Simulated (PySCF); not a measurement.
# AlHCl2 (SMILES [H][Al]([Cl])[Cl]): B3LYP/STO-6G

What is the vertical ionisation energy of AlHCl2 at B3LYP/STO-6G? The job is set up through a Python script.

The results are computed with PySCF 2.14.0.

11 further runs of the same task are left out: 11 set aside as unsound or not needed.

## (1) The system as given

AlHCl2 has 4 atoms, charge 0, and is taken as a singlet. As SMILES, `[H][Al]([Cl])[Cl]`. Geometry: a GFN2-xTB relaxation, a rough one for these elements and not checked as a minimum.

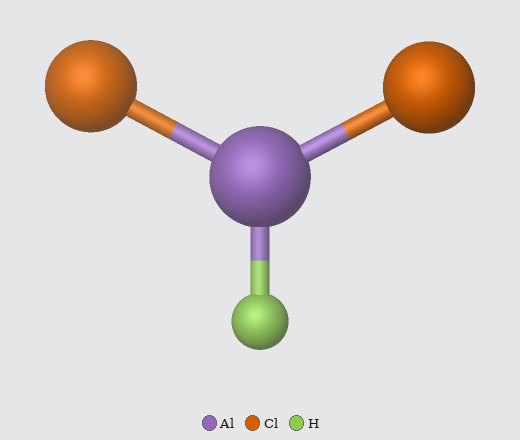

Viewed from a chosen angle; aluminium purple, chlorine orange, hydrogen green.

## (2) A single-point energy at B3LYP/STO-6G

File start.xyz:

```xyz
4
AlCl2H
Al    -0.047750    -0.080660    -0.000420
Cl     1.971850    -0.182600     0.014280
Cl    -1.095680     1.649890    -0.015830
H     -0.828410    -1.386630     0.001980
```

File job.py:

```python
# AlCl2H
from pyscf import gto, dft

molecule = gto.M(
    atom='start.xyz',
    verbose=3,
    max_memory=1860,
    basis='sto-6g',
)

mf = dft.RKS(molecule, xc='b3lyp')
mf.grids.level = 5
mf.conv_tol = 1e-10
mf.kernel()
if not mf.converged:
    mf = mf.newton().run(mf.mo_coeff, mf.mo_occ)

e_final = mf.e_tot
print('E(%s) = %.9f' % ('B3LYP', e_final))
```

Command:

```
OMP_NUM_THREADS=1 python job.py
```

Output:

```text
converged SCF energy = -1159.47518256456
E(B3LYP) = -1159.475182565
```

It took 3.6 s on 1 thread of Arm Neoverse V2, shared host; peak memory 0.23 GiB.

## (3) The doublet cation, same level

File mol.xyz:

```xyz
4
AlCl2H
Al    -0.047750    -0.080660    -0.000420
Cl     1.971850    -0.182600     0.014280
Cl    -1.095680     1.649890    -0.015830
H     -0.828410    -1.386630     0.001980
```

File run.py:

```python
from pyscf import gto, dft

mol = gto.Mole()
mol.atom = 'mol.xyz'
mol.charge = 1
mol.verbose = 4
mol.spin = 1
mol.basis = 'sto-6g'
mol.max_memory = 1860
mol.build()

ks = dft.UKS(mol)
ks.xc = 'b3lyp'
ks.conv_tol = 1e-10
ks.grids.level = 5
ks.kernel()
if not ks.converged:
    ks = ks.newton().run(ks.mo_coeff, ks.mo_occ)

energy = ks.e_tot
print(f'total energy: {energy:.8f} hartree')
```

Command:

```
OMP_NUM_THREADS=1 python run.py
```

Output:

```text
PySCF version 2.14.0

[INPUT] num. atoms = 4
[INPUT] num. electrons = 47
[INPUT] charge = 1
[INPUT] spin (= nelec alpha-beta = 2S) = 1
[INPUT] symmetry False subgroup None
[INPUT] Mole.unit = angstrom
[INPUT] Symbol           X                Y                Z      unit          X                Y                Z       unit  Magmom
[INPUT]  1 Al    -0.047750000000  -0.080660000000  -0.000420000000 AA   -0.090234422448  -0.152425309207  -0.000793684972 Bohr   0.0
[INPUT]  2 Cl     1.971850000000  -0.182600000000   0.014280000000 AA    3.726256458724  -0.345063990346   0.026985289059 Bohr   0.0
[INPUT]  3 Cl    -1.095680000000   1.649890000000  -0.015830000000 AA   -2.070535120163   3.117840235659  -0.029914364552 Bohr   0.0
[INPUT]  4 H     -0.828410000000  -1.386630000000   0.001980000000 AA   -1.565468018851  -2.620350936106   0.003741657727 Bohr   0.0

nuclear repulsion = 168.858064491441
number of shells = 16
number of NR pGTOs = 168
number of NR cGTOs = 28
basis = sto-6g
ecp = {}

******** <class 'pyscf.dft.uks.UKS'> ********
method = UKS
initial guess = minao
damping factor = 0
level_shift factor = 0
DIIS = <class 'pyscf.scf.diis.CDIIS'>
diis_start_cycle = 1
diis_space = 8
diis_damp = 0
SCF conv_tol = 1e-10
SCF conv_tol_grad = None
SCF max_cycles = 50
direct_scf = True
direct_scf_tol = 1e-13
number electrons alpha = 24  beta = 23
XC library pyscf.dft.libxc version 7.0.0
    S. Lehtola, C. Steigemann, M. J.T. Oliveira, and M. A.L. Marques.,  SoftwareX 7, 1–5 (2018)
XC functionals = b3lyp
    P. J. Stephens, F. J. Devlin, C. F. Chabalowski, and M. J. Frisch.,  J. Phys. Chem. 98, 11623 (1994)
radial grids:
    Treutler-Ahlrichs [JCP 102, 346 (1995); DOI:10.1063/1.469408] (M4) radial grids

becke partition: Becke, JCP 88, 2547 (1988); DOI:10.1063/1.454033
pruning grids: <function nwchem_prune>
grids dens level: 5
symmetrized grids: False
atomic radii adjust function: <function treutler_atomic_radii_adjust>
small_rho_cutoff = 0
Set gradient conv threshold to 1e-05
tot grids = 152688
init E= -1159.07295901277
[... the frontier-level lines of each cycle are left out ...]


cycle= 1 E= -1158.93758134584  delta_E= 0.135  |g|= 0.359  |ddm|= 1.67
cycle= 2 E= -1158.72278229305  delta_E= 0.215  |g|= 0.656  |ddm|=  2.2
cycle= 3 E= -1159.09393567966  delta_E= -0.371  |g|= 0.125  |ddm|= 1.83
cycle= 4 E= -1159.03620207295  delta_E= 0.0577  |g|= 0.225  |ddm|= 1.19
cycle= 5 E= -1159.11546914883  delta_E= -0.0793  |g|= 0.02  |ddm|= 0.816
cycle= 6 E= -1159.11558928878  delta_E= -0.00012  |g|= 0.0161  |ddm|= 0.0471
cycle= 7 E= -1159.1157819815  delta_E= -0.000193  |g|= 0.0107  |ddm|= 0.0188
cycle= 8 E= -1159.1159416291  delta_E= -0.00016  |g|= 0.0012  |ddm|= 0.0286
cycle= 9 E= -1159.11594500034  delta_E= -3.37e-06  |g|= 0.00041  |ddm|= 0.00658
cycle= 10 E= -1159.11594553768  delta_E= -5.37e-07  |g|= 9.92e-05  |ddm|= 0.00415
cycle= 11 E= -1159.11594554895  delta_E= -1.13e-08  |g|= 4.58e-05  |ddm|= 0.000181
cycle= 12 E= -1159.1159455523  delta_E= -3.35e-09  |g|= 2.37e-06  |ddm|= 0.000171
cycle= 13 E= -1159.11594555233  delta_E= -3.32e-11  |g|= 4.27e-07  |ddm|= 3.79e-05
Extra cycle  E= -1159.11594555233  delta_E= 9.09e-13  |g|= 8.43e-07  |ddm|= 5.28e-06
converged SCF energy = -1159.11594555233  <S^2> = 0.75485605  2S+1 = 2.0048502
total energy: -1159.11594555 hartree
```

Run time: 7.8 s. Hardware: 1 thread of Arm Neoverse V2, shared host; peak memory 0.24 GiB.

## (4) Summary of results

At B3LYP/STO-6G:

| quantity | value |
| --- | --- |
| singlet AlHCl2: total energy | -1159.47518 Eh |
| singlet AlHCl2: dipole moment | 1.73 D |
| singlet AlHCl2: HOMO energy | -6.73 eV |
| singlet AlHCl2: LUMO energy | 2.49 eV |
| singlet AlHCl2: HOMO–LUMO gap | 9.22 eV |
| doublet cation: total energy | -1159.11595 Eh |
| doublet cation: HOMO energy (highest over α and β) | -14.05 eV |
| doublet cation: LUMO energy (lowest over α and β) | -12.79 eV |
| doublet cation: ⟨S²⟩ | 0.755 |
| vertical ionisation energy (to the doublet cation) | 9.775 eV |

**Reading.** The vertical ionisation energy comes to 9.78 eV (943 kJ/mol). The negative HOMO energy of the first species, 6.73 eV, lies 3.05 eV below that difference. In a minimal basis such a difference can be off by several eV, whatever the method.
